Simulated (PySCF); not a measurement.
SMILES [OH][Ge]([F])([F])[Br] at its PBE0/def2-SVP optimised geometry (Å):

```
6

O     -1.0513    -1.9225    -1.3792
Ge    -0.4548    -1.0473     0.0000
F      1.2635    -1.0473     0.0000
F     -0.8681    -1.8671     1.4527
Br    -1.2635     1.0473     0.0000
H     -0.7017    -2.8215    -1.4320
```

Computed with PBE0/def2-TZVP in PySCF. Cells within 0.4 Å of a nucleus heavier than hydrogen are left out (blank, or x).

Map of the HOMO−1 amplitude (bohr^(-3/2)) on the plane z = 0.0 Å; orbital energy -9.52 eV, overall sign arbitrary:

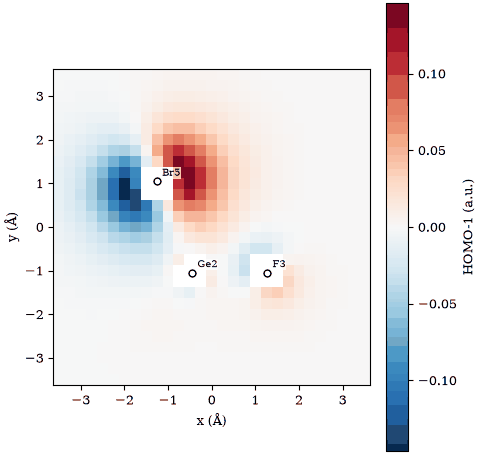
Fig. 1. HOMO−1 amplitude (bohr^(-3/2)) on the plane z = 0.0 Å.
